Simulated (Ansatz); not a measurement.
Ta3N5 (Cmcm), computed twice by G0W0.

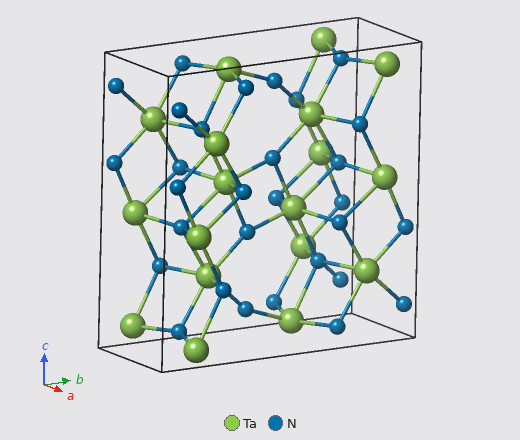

The structure (tantalum green, nitrogen blue). Some periodic images of atoms are drawn too.

The structure is orthorhombic, space group Cmcm (No. 63). Conventional cell: a = 3.886 Å, b = 10.212 Å, c = 10.262 Å, α = 90.00°, β = 90.00°, γ = 90.00°. Ta has 6 N at 2.04 to 2.14 Å nearest. Ta has 6 N at 1.96 to 2.24 Å nearest. Nearest to N lie 4 Ta at 2.06 to 2.22 Å. Nearest to N lie 3 Ta at 1.96 to 2.04 Å. Nearest to N lie 4 Ta at 2.03 to 2.24 Å. Farther neighbours and most contacts between anions are not listed.

```yaml
crystal:
  lattice:
    - [1.94310, -5.10590, 0.00000]
    - [1.94310, 5.10590, 0.00000]
    - [0.00000, 0.00000, 10.26240]
  atoms:
    - { symbol: Ta, position: [0.80290, 0.19710, 0.25000] }
    - { symbol: Ta, position: [0.19710, 0.80290, 0.75000] }
    - { symbol: Ta, position: [0.86545, 0.13455, 0.55906] }
    - { symbol: Ta, position: [0.13455, 0.86545, 0.05906] }
    - { symbol: Ta, position: [0.13455, 0.86545, 0.44094] }
    - { symbol: Ta, position: [0.86545, 0.13455, 0.94094] }
    - { symbol: N, position: [0.23678, 0.76322, 0.25000] }
    - { symbol: N, position: [0.76322, 0.23678, 0.75000] }
    - { symbol: N, position: [0.95299, 0.04701, 0.11949] }
    - { symbol: N, position: [0.04701, 0.95299, 0.61949] }
    - { symbol: N, position: [0.04701, 0.95299, 0.88051] }
    - { symbol: N, position: [0.95299, 0.04701, 0.38051] }
    - { symbol: N, position: [0.69138, 0.30862, 0.07378] }
    - { symbol: N, position: [0.30862, 0.69138, 0.57378] }
    - { symbol: N, position: [0.30862, 0.69138, 0.92622] }
    - { symbol: N, position: [0.69138, 0.30862, 0.42622] }
```

The cell and positions come from the Crystallography Open Database and are kept as given unless a step says otherwise. Spin-orbit coupling is left out unless a run names it.

The first (Ansatz 0.2.0; start LDA, 4×4×2 mesh, 462 empty bands, screening to 100 eV, PAW set soft_1 files; 1 × NVIDIA H100 80GB HBM3 (shared by 6 runs) with 2 threads of AMD EPYC 7R13 (Zen 3), shared host) gave, on its mesh: starting gap 1.16 eV, G0W0 gap 1.77 eV, RPA ε∞ (mean) 11.99, 37 s.

**Question.** The second changes mesh from 4×4×2 to 2×2×1. What does it give?

It gave: starting gap 1.14 eV, G0W0 gap 1.71 eV, RPA ε∞ (mean) 15.34, 9.4 s. The G0W0 gap moves by −0.06 eV, −0.01 eV from the start and −0.05 eV from the correction. Σc changes by +0.52 eV at the valence top and −0.47 eV at the conduction bottom, and Σx − Vxc between them by +0.94 eV.

Limits: not at the basis limit; no spin-orbit coupling; coarse k mesh.

[Paths, hosts, dates, memory and timing lines, banners, echoed tables and standing remarks are left out of the program output.]

[Logs are printed without paths, hosts, clocks, repeated set-up lines and the standing remarks that a program may print on its own settings, such as how far it seeks lower states.]

[Runs of the session that timed out or met a known fault of the program may be left out.]

[Cells called generated may have been cut or substituted from an entry of the Crystallography Open Database or the Materials Project.]

[Hosts, paths, dates, database ids (printed as entryN), source tags and the programs' standing remarks are cut or masked in the printed files.]
